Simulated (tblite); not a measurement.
**Geometry relaxation, with input and output: C$_{2}$H$_{7}$BGeOS$_{2}$**

C$_{2}$H$_{7}$BGeOS$_{2}$, computed with GFN2-xTB geometry optimisation, gas phase (tblite 0.8.0).

It belongs to a series of runs on one base structure; here: H on C replaced by OGeH3.

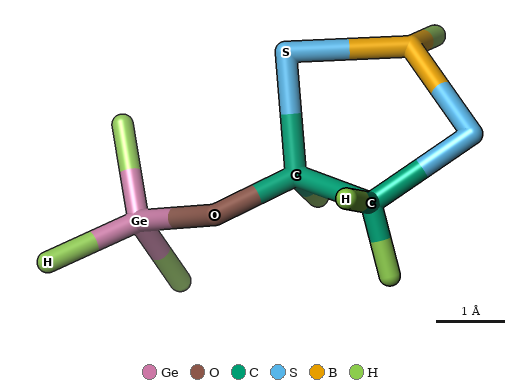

Figure 1. The input geometry (stick view, seen at a tilt). Sticks mark near contacts.

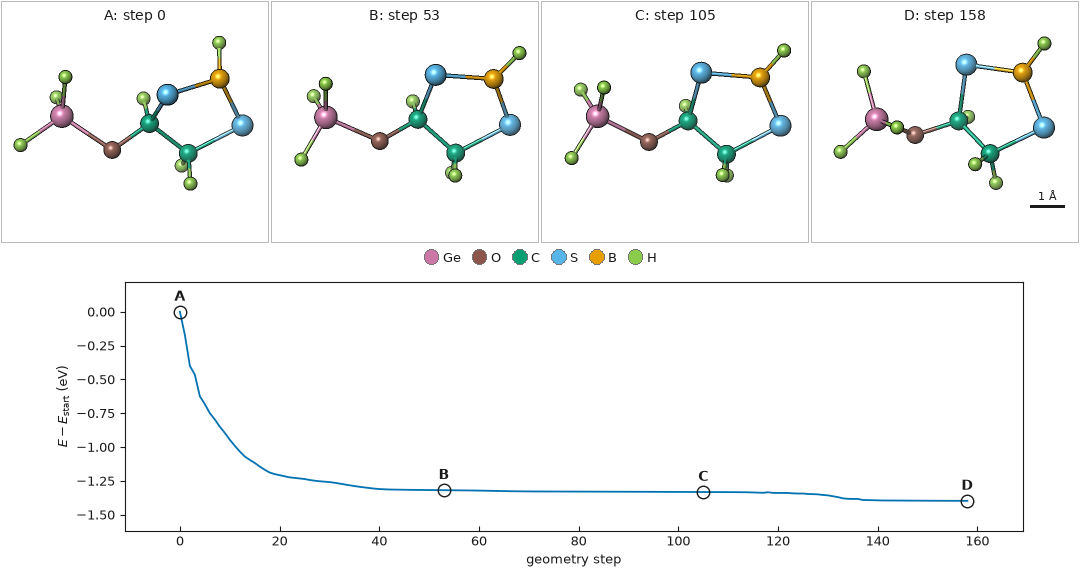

Figure 2. Frames of the relaxation (ball-and-stick view, seen at a tilt) above the curves, on which the letters mark them (steps are counted from 0).

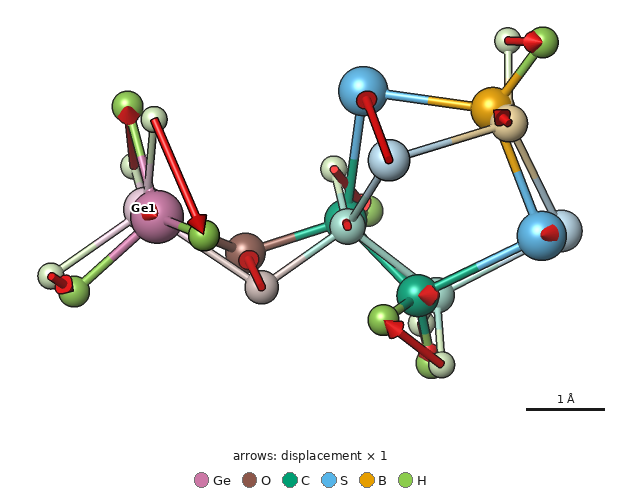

Figure 3. Start (faint) and end (solid) with the displacements as red arrows, at true length (ball-and-stick view, seen at a tilt). The two geometries are laid on each other by the best rigid fit. After 158 geometry steps the energy has fallen by 1.397 eV. The largest force component goes from 1.5 to 0.008 eV/Å. The atom that moves furthest after the best rigid fit is S7 (1.90 Å). Largest moves by element: S 1.90 Å, H 1.76 Å, O 1.19 Å, C 0.88 Å, B 0.36 Å, Ge 0.33 Å. Among the contacts that change: B6–S7 1.866 → 1.772 Å, Ge1–H9 1.552 → 1.494 Å, Ge1–H8 1.544 → 1.488 Å, Ge1–H10 1.546 → 1.503 Å. Among the angles that change: Ge1–O2–C3 109.8° → 124.4°, O2–Ge1–H8 109.9° → 97.7°, C3–S7–B6 87.7° → 96.5°. (Atoms are counted from 1 in the order of the input.)

The input and output of the run follow.

Input file
```
{"job": {"kind": "relax", "xc": "GFN2-xTB", "basis": "xTB"}, "charge": 0, "multiplicity": 1}
Ge     2.450900     0.033100     0.116800
O      0.943700    -0.973200     0.093900
C     -0.165000    -0.156200    -0.111300
C     -1.422700    -0.863200     0.407600
S     -2.973500    -0.109600    -0.182600
B     -2.062800     0.874100    -1.493200
S     -0.394300     0.147300    -1.906900
H      3.685700    -0.875000     0.303300
H      2.384900     1.039500     1.296200
H      2.571500     0.806800    -1.215700
H     -0.095100     0.817500     0.428900
H     -1.423400    -0.862300     1.528400
H     -1.416500    -1.928800     0.090700
H     -2.084100     2.049500    -1.383200
```

The first line tells a small driver script what to run in tblite; the rest is the geometry in Å.

Run as:
```bash
OMP_NUM_THREADS=1 python <driver script> task.json out
```

What the program printed
```
step      E/eV     max force
  0    -587.38042    1.615
  1    -587.55193    1.321
  2    -587.78029    1.029
  3    -587.84583    1.020
  4    -588.00485    0.791
  5    -588.06272    0.661
  6    -588.12951    0.571
  7    -588.17614    0.557
  8    -588.22929    0.603
  9    -588.27534    0.668
 10    -588.32582    0.495
 11    -588.37042    0.558
 12    -588.41245    0.615
 13    -588.44943    0.667
 14    -588.47450    0.425
 15    -588.49725    0.304
 16    -588.52383    0.492
 17    -588.54742    0.524
 18    -588.56822    0.348
 19    -588.58014    0.251
 20    -588.58822    0.237
 21    -588.59686    0.261
 22    -588.60408    0.173
 23    -588.60818    0.319
 24    -588.61149    0.179
 25    -588.61628    0.179
 26    -588.62323    0.251
 27    -588.62871    0.223
 28    -588.63284    0.161
 29    -588.63558    0.151
 30    -588.63885    0.152
 31    -588.64376    0.217
 32    -588.65015    0.257
 33    -588.65683    0.234
 34    -588.66295    0.203
 35    -588.66855    0.203
 36    -588.67373    0.216
 37    -588.67849    0.200
 38    -588.68309    0.171
 39    -588.68725    0.162
 40    -588.69051    0.144
 41    -588.69259    0.119
 42    -588.69387    0.074
 43    -588.69465    0.061
 44    -588.69522    0.070
 45    -588.69573    0.056
 46    -588.69630    0.061
 47    -588.69662    0.073
 48    -588.69698    0.060
 49    -588.69725    0.037
 50    -588.69748    0.032
 51    -588.69769    0.035
 52    -588.69793    0.051
 53    -588.69823    0.054
 54    -588.69856    0.049
 55    -588.69887    0.057
 56    -588.69925    0.064
 57    -588.69978    0.068
 58    -588.70051    0.083
 59    -588.70126    0.063
 60    -588.70181    0.058
 61    -588.70223    0.058
 62    -588.70276    0.070
 63    -588.70362    0.088
 64    -588.70472    0.085
 65    -588.70572    0.065
 66    -588.70641    0.063
 67    -588.70693    0.068
 68    -588.70741    0.057
 69    -588.70780    0.047
 70    -588.70807    0.035
 71    -588.70826    0.041
 72    -588.70841    0.047
 73    -588.70857    0.034
 74    -588.70868    0.021
 75    -588.70874    0.022
 76    -588.70880    0.024
 77    -588.70890    0.023
 78    -588.70897    0.023
 79    -588.70903    0.019
 80    -588.70908    0.021
 81    -588.70915    0.023
 82    -588.70927    0.038
 83    -588.70945    0.049
 84    -588.70966    0.046
 85    -588.70983    0.035
 86    -588.70996    0.029
 87    -588.71007    0.028
 88    -588.71022    0.032
 89    -588.71039    0.035
 90    -588.71055    0.033
 91    -588.71066    0.025
 92    -588.71074    0.025
 93    -588.71082    0.025
 94    -588.71092    0.029
 95    -588.71106    0.033
 96    -588.71119    0.026
 97    -588.71129    0.020
 98    -588.71134    0.015
 99    -588.71137    0.016
100    -588.71141    0.018
101    -588.71149    0.024
102    -588.71161    0.033
103    -588.71175    0.029
104    -588.71188    0.027
105    -588.71198    0.028
106    -588.71207    0.029
107    -588.71222    0.035
108    -588.71247    0.041
109    -588.71279    0.051
110    -588.71309    0.050
111    -588.71332    0.038
112    -588.71353    0.041
113    -588.71389    0.056
114    -588.71457    0.080
115    -588.71573    0.095
116    -588.71700    0.078
117    -588.71806    0.053
118    -588.71422    0.326
119    -588.71892    0.063
120    -588.71917    0.062
121    -588.72015    0.077
122    -588.71951    0.277
123    -588.72219    0.093
124    -588.72366    0.105
125    -588.72346    0.274
126    -588.72686    0.123
127    -588.72863    0.132
128    -588.72962    0.299
129    -588.73417    0.155
130    -588.73711    0.121
131    -588.74358    0.252
132    -588.74994    0.146
133    -588.75898    0.128
134    -588.76265    0.239
135    -588.76347    0.204
136    -588.76316    0.285
137    -588.77107    0.121
138    -588.77222    0.085
139    -588.77337    0.075
140    -588.77411    0.099
141    -588.77486    0.071
142    -588.77512    0.044
143    -588.77543    0.048
144    -588.77572    0.044
145    -588.77587    0.036
146    -588.77600    0.033
147    -588.77615    0.035
148    -588.77649    0.041
149    -588.77669    0.039
150    -588.77688    0.028
151    -588.77705    0.034
152    -588.77720    0.027
153    -588.77731    0.021
154    -588.77739    0.020
155    -588.77746    0.017
156    -588.77751    0.014
157    -588.77754    0.011
158    -588.77756    0.010
```

Trajectory as extended XYZ (Å, eV, eV/Å), 8 of the 159 frames kept, from step=0 to step=158
```
14
Properties=species:S:1:pos:R:3:forces:R:3 step=0 energy=-587.38042
Ge    2.4509    0.0331    0.1168    0.8160   0.1690  -0.1450
O     0.9437   -0.9732    0.0939    0.0600   1.0180   0.1830
C    -0.1650   -0.1562   -0.1113   -0.3370  -0.8520   0.5140
C    -1.4227   -0.8632    0.4076    0.1830  -1.2020   0.6310
S    -2.9735   -0.1096   -0.1826    0.8880   0.9090  -0.6890
B    -2.0628    0.8741   -1.4932    0.6640  -0.1010   1.4690
S    -0.3943    0.1473   -1.9069   -0.6890   0.6330   0.1280
H     3.6857   -0.8750    0.3033   -0.6900   0.1120  -0.0530
H     2.3849    1.0395    1.2962   -0.1780  -0.3790  -0.3680
H     2.5715    0.8068   -1.2157   -0.1530  -0.3040   0.4790
H    -0.0951    0.8175    0.4289    0.1170  -0.2550  -0.4860
H    -1.4234   -0.8623    1.5284   -0.1090   0.1120  -0.8470
H    -1.4165   -1.9288    0.0907    0.1090   0.5200   0.0600
H    -2.0841    2.0495   -1.3832   -0.6810  -0.3780  -0.8760
14
Properties=species:S:1:pos:R:3:forces:R:3 step=23 energy=-588.60818
Ge    2.5703    0.0152    0.0932   -0.0380  -0.0540  -0.0060
O     1.0301   -0.8914    0.1202   -0.0370   0.0190  -0.0370
C    -0.1068   -0.1307    0.0560    0.0200   0.1100   0.0060
C    -1.3718   -0.8801    0.4168    0.0950   0.0080  -0.0040
S    -2.7931    0.2239    0.0797    0.0190  -0.0660  -0.0480
B    -2.0700    0.9614   -1.3728    0.0350  -0.1890   0.0920
S    -0.3565    0.6267   -1.6306    0.0560  -0.0150  -0.0310
H     3.5475   -1.0820    0.3316   -0.0390   0.0200  -0.0280
H     2.4313    0.9972    1.2258    0.0810  -0.0060   0.0080
H     2.6786    0.7392   -1.2150    0.0540  -0.0910   0.0280
H    -0.0272    0.7491    0.7093   -0.0450   0.1300   0.1120
H    -1.3617   -1.1401    1.4738   -0.0720  -0.0430   0.0000
H    -1.4956   -1.7765   -0.1923    0.0690  -0.0390   0.0340
H    -2.6757    1.5876   -2.1231   -0.1990   0.2150  -0.1270
14
Properties=species:S:1:pos:R:3:forces:R:3 step=45 energy=-588.69573
Ge    2.6392   -0.0368    0.0938   -0.0190   0.0210  -0.0230
O     0.9940   -0.6775    0.1650    0.0000   0.0220   0.0170
C    -0.1617    0.0574    0.1306   -0.0150  -0.0300   0.0450
C    -1.3406   -0.8647    0.3869   -0.0130  -0.0090   0.0100
S    -2.9016   -0.0566   -0.1078   -0.0320  -0.0260   0.0240
B    -2.1957    0.9157   -1.4134    0.0300  -0.0080  -0.0310
S    -0.4266    0.9247   -1.5024    0.0090  -0.0130   0.0030
H     3.3757   -1.3022    0.3509   -0.0050  -0.0090  -0.0010
H     2.7911    0.9885    1.1834   -0.0060  -0.0040  -0.0080
H     2.8689    0.5594   -1.2566    0.0120   0.0170  -0.0300
H    -0.1542    0.8834    0.8575    0.0250  -0.0320   0.0270
H    -1.4017   -1.1241    1.4440   -0.0130   0.0110  -0.0360
H    -1.2285   -1.7787   -0.2022    0.0130   0.0410   0.0180
H    -2.8590    1.5111   -2.1568    0.0120   0.0180  -0.0140
14
Properties=species:S:1:pos:R:3:forces:R:3 step=68 energy=-588.70741
Ge    2.6079   -0.0261    0.0258    0.0280   0.0250   0.0240
O     0.9810   -0.6694    0.2723   -0.0150  -0.0160  -0.0030
C    -0.1784    0.0622    0.2472    0.0010   0.0390  -0.0350
C    -1.3628   -0.8776    0.4013   -0.0170   0.0300   0.0090
S    -2.9012   -0.1366   -0.2494    0.0070  -0.0010  -0.0270
B    -2.1187    0.9142   -1.4465   -0.0130   0.0010   0.0210
S    -0.3574    1.0306   -1.3402   -0.0100  -0.0240   0.0250
H     3.3671   -1.2836    0.2551   -0.0010  -0.0120   0.0230
H     2.8417    1.0310    1.0686    0.0170  -0.0030  -0.0140
H     2.7429    0.5262   -1.3566   -0.0320   0.0020  -0.0140
H    -0.1937    0.8345    1.0306    0.0130  -0.0070  -0.0180
H    -1.5262   -1.1120    1.4512    0.0050  -0.0520   0.0240
H    -1.1702   -1.7991   -0.1517    0.0060   0.0110  -0.0040
H    -2.7326    1.5053   -2.2348    0.0110   0.0080  -0.0100
14
Properties=species:S:1:pos:R:3:forces:R:3 step=90 energy=-588.71055
Ge    2.6002   -0.0244    0.0154    0.0110  -0.0020  -0.0020
O     0.9790   -0.6361    0.3545   -0.0130   0.0070  -0.0210
C    -0.1884    0.0797    0.2885   -0.0290  -0.0130   0.0100
C    -1.3584   -0.8849    0.3907   -0.0170  -0.0230  -0.0050
S    -2.8945   -0.1585   -0.2816    0.0080   0.0000   0.0150
B    -2.0980    0.9193   -1.4433    0.0060   0.0060   0.0030
S    -0.3400    1.0543   -1.2942   -0.0040  -0.0060   0.0040
H     3.3388   -1.2889    0.2754    0.0160   0.0070   0.0120
H     2.9051    1.0740    0.9938    0.0100   0.0060  -0.0070
H     2.6621    0.4576   -1.3980    0.0100  -0.0030  -0.0040
H    -0.2417    0.8436    1.0769    0.0000   0.0110   0.0090
H    -1.5373   -1.1676    1.4272   -0.0040   0.0080  -0.0080
H    -1.1312   -1.7812   -0.1905    0.0000  -0.0060   0.0000
H    -2.6962    1.5125   -2.2419    0.0040   0.0080  -0.0050
14
Properties=species:S:1:pos:R:3:forces:R:3 step=113 energy=-588.71389
Ge    2.5973   -0.0214    0.0049   -0.0390   0.0380   0.0070
O     0.9842   -0.6392    0.3960   -0.0070   0.0100  -0.0040
C    -0.1943    0.0561    0.3079    0.0190   0.0320  -0.0150
C    -1.3635   -0.9148    0.3635    0.0250   0.0500  -0.0080
S    -2.8914   -0.1385   -0.2725    0.0230   0.0170  -0.0150
B    -2.0808    0.9579   -1.4112   -0.0300  -0.0050   0.0330
S    -0.3200    1.0514   -1.2669   -0.0040  -0.0100   0.0220
H     3.3723   -1.2203    0.4197    0.0070  -0.0210  -0.0040
H     2.8757    1.1937    0.8462   -0.0230  -0.0190  -0.0120
H     2.6608    0.2980   -1.4549    0.0050  -0.0200   0.0060
H    -0.2741    0.8138    1.1027   -0.0220  -0.0440  -0.0150
H    -1.5470   -1.2441    1.3848    0.0080  -0.0020   0.0030
H    -1.1445   -1.7814   -0.2630    0.0200  -0.0170   0.0060
H    -2.6754    1.5884   -2.1844    0.0180  -0.0090  -0.0040
14
Properties=species:S:1:pos:R:3:forces:R:3 step=135 energy=-588.76347
Ge    2.4039   -0.1349   -0.1087    0.1370   0.0030  -0.0220
O     0.9827   -0.2563    0.9174    0.0220  -0.0290   0.2010
C    -0.2742    0.1856    0.6185   -0.0560  -0.0610  -0.0450
C    -1.1786   -0.9604    0.1953   -0.0810  -0.1070   0.0160
S    -2.6815   -0.3354   -0.6270   -0.1330  -0.0970   0.0100
B    -1.9230    1.1062   -1.3057    0.0910   0.0760  -0.0430
S    -0.2907    1.4656   -0.7242    0.0950   0.0380   0.0070
H     3.3636   -0.8553    0.7728   -0.0380   0.0020  -0.0020
H     2.7258    1.3006   -0.3277    0.0550   0.1180   0.0080
H     2.1547   -0.8334   -1.4027   -0.0360  -0.1020  -0.1470
H    -0.6930    0.6898    1.4972   -0.0310   0.0520   0.0830
H    -1.4848   -1.5500    1.0585    0.0240   0.0010   0.0130
H    -0.6602   -1.6126   -0.5132    0.0560   0.0480   0.0070
H    -2.4453    1.7900   -2.0776   -0.1050   0.0570  -0.0870
14
Properties=species:S:1:pos:R:3:forces:R:3 step=158 energy=-588.77756
Ge    2.3536   -0.1524   -0.1265   -0.0030  -0.0060   0.0020
O     0.9810   -0.1702    0.9983    0.0010  -0.0010  -0.0010
C    -0.2892    0.2222    0.6735    0.0000   0.0030  -0.0020
C    -1.1360   -0.9512    0.2007   -0.0010  -0.0010  -0.0010
S    -2.6167   -0.3836   -0.7052    0.0010  -0.0020   0.0000
B    -1.8819    1.1010   -1.3359   -0.0020  -0.0030  -0.0020
S    -0.3031    1.5267   -0.6522    0.0020  -0.0030  -0.0010
H     3.3090   -0.9258    0.7128   -0.0030   0.0030   0.0010
H     2.7628    1.2631   -0.3763    0.0020   0.0010  -0.0010
H     1.9784   -0.8614   -1.3974    0.0020   0.0020  -0.0030
H    -0.7458    0.6995    1.5517   -0.0010  -0.0040   0.0010
H    -1.4590   -1.5581    1.0451    0.0000   0.0010  -0.0010
H    -0.5464   -1.5705   -0.4818    0.0010   0.0080   0.0060
H    -2.4074    1.7602   -2.1339    0.0020   0.0030   0.0020
```

Key numbers

| quantity | value |
| --- | --- |
| outcome | converged |
| total energy | −588.7776 eV |
| hardware | 1 CPU thread, shared host |
| wall time | 0.97 s |
| peak memory | 0.18 GiB |
